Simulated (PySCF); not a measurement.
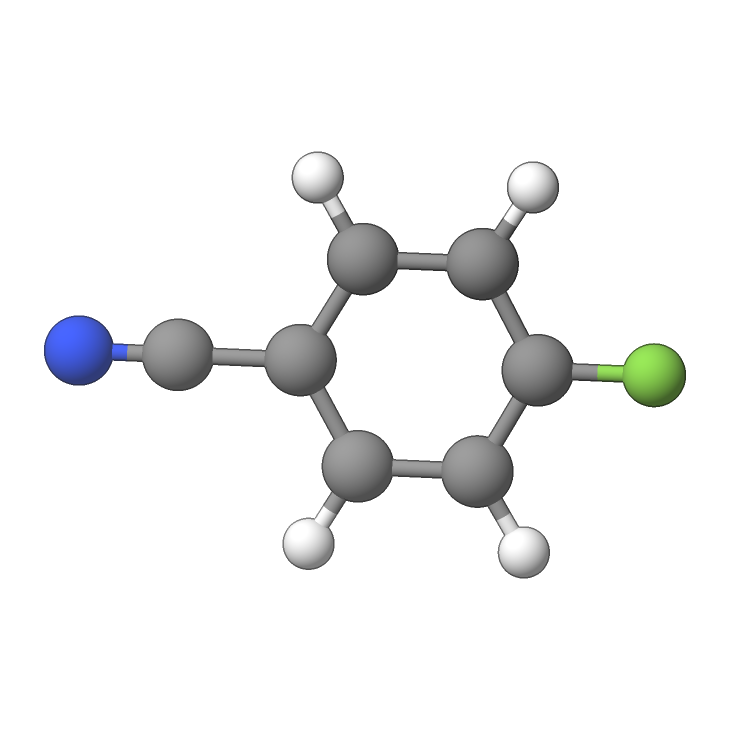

Colours: nitrogen blue, carbon grey, fluorine green, hydrogen white.

The geometry was computed by an optimisation with GFN2-xTB. No frequency run is at hand to confirm it as a minimum.

Identify the structure.

The molecule is C7H4FN. Its SMILES string is `N#Cc1ccc(F)cc1`. Independent rings (smallest set): 1 of 6 members, 1 of them aromatic. Among its groups: nitrile, C–F bond. The point group is C2v. All atoms lie on one plane. Coordination: 1 C linear; 6 C trigonal planar.

The parts below concern this one geometry. Atoms keep their numbers from picture to picture.

Shape

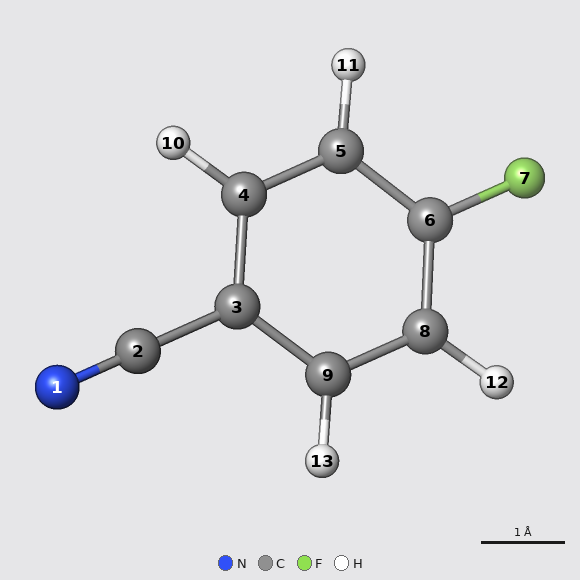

Atoms carry their numbers in the input. No frequency run is at hand to confirm it as a minimum.

List the bonds and their lengths.

```json
{"bond": "N1–C2", "length (Å)": "1.146", "order": "triple"}
{"bond": "C2–C3", "length (Å)": "1.415", "order": "delocalised"}
{"bond": "C3–C4", "length (Å)": "1.396", "order": "aromatic"}
{"bond": "C3–C9", "length (Å)": "1.396", "order": "aromatic"}
{"bond": "C4–C5", "length (Å)": "1.381", "order": "aromatic"}
{"bond": "C4–H10", "length (Å)": "1.079", "order": "single"}
{"bond": "C5–C6", "length (Å)": "1.385", "order": "aromatic"}
{"bond": "C5–H11", "length (Å)": "1.078", "order": "single"}
{"bond": "C6–F7", "length (Å)": "1.344", "order": "single"}
{"bond": "C6–C8", "length (Å)": "1.385", "order": "aromatic"}
{"bond": "C8–C9", "length (Å)": "1.381", "order": "aromatic"}
{"bond": "C8–H12", "length (Å)": "1.079", "order": "single"}
{"bond": "C9–H13", "length (Å)": "1.079", "order": "single"}
```

Dipole moment

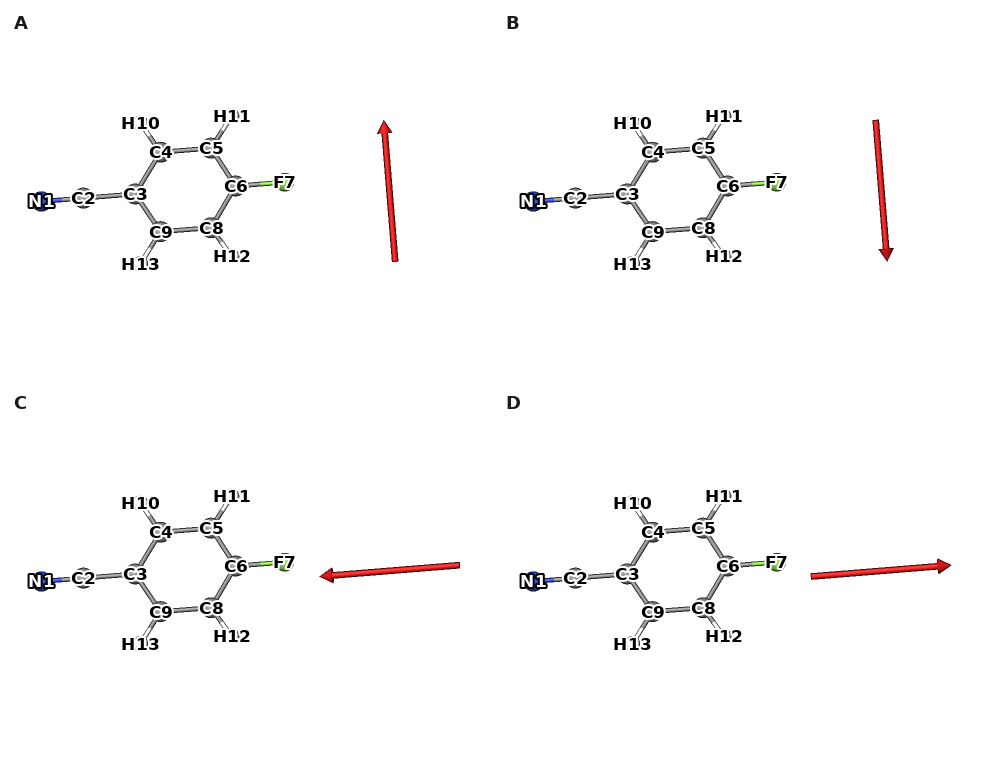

The same molecule four times, each with an arrow. No frequency run is at hand to confirm it as a minimum. Level of theory: PBE0/pcSseg-1, gas phase (PySCF 2.14.0).

> Which arrow points along the dipole moment, from the negative to the positive end?

D. The dipole moment is 3.11 D; it points from the side of N1 to the side of F7 (the outermost atoms at the two ends).

Ring current

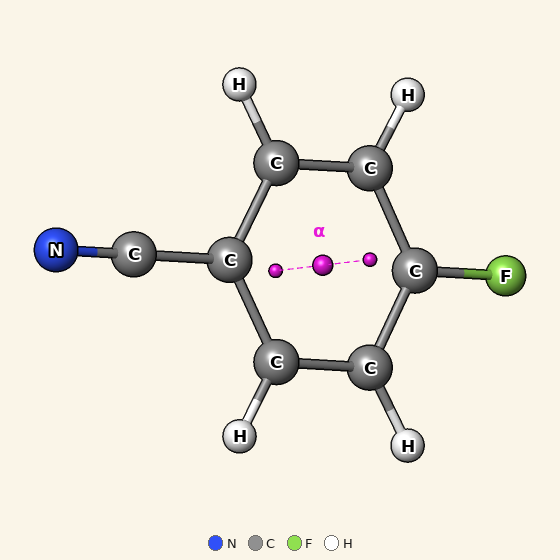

The small points mark where nucleus-independent chemical shifts (NICS) were computed: at the centre of each lettered ring and 1 Å above and below it. No frequency run is at hand to confirm it as a minimum. Level of theory: GIAO PBE0/pcSseg-1 NMR shielding, non-relativistic, gas phase (PySCF 2.14.0).

Give NICS(0), NICS(1) and the out-of-plane component NICS(1)zz for each ring (means of the two sides).

```
ring  members  NICS(0)  NICS(1)  NICS(1)zz
   α       C6    −10.4    −11.3      −27.2
```

Values in ppm.

> What do the values say about the ring currents?

Ring α: diatropic, as in an aromatic ring. NICS is one index among several.

Quadrupole coupling

No frequency run is at hand to confirm it as a minimum. Electric field gradients from the ground-state density, PBE0/pcSseg-1 (PySCF 2.14.0), non-relativistic apart from any core potentials.

Give the largest field-gradient component, the quadrupole coupling constant and the asymmetry for 14N at N1 (Q = 20.44 mb), 2H at H10 (Q = 2.86 mb), 2H at H11 (Q = 2.86 mb).

```
atom  V_zz (a.u.)  e²qQ/h (MHz)     η
  N1       −0.968         −4.65  0.12
 H10        0.322         0.216  0.07
 H11        0.327         0.220  0.07
```
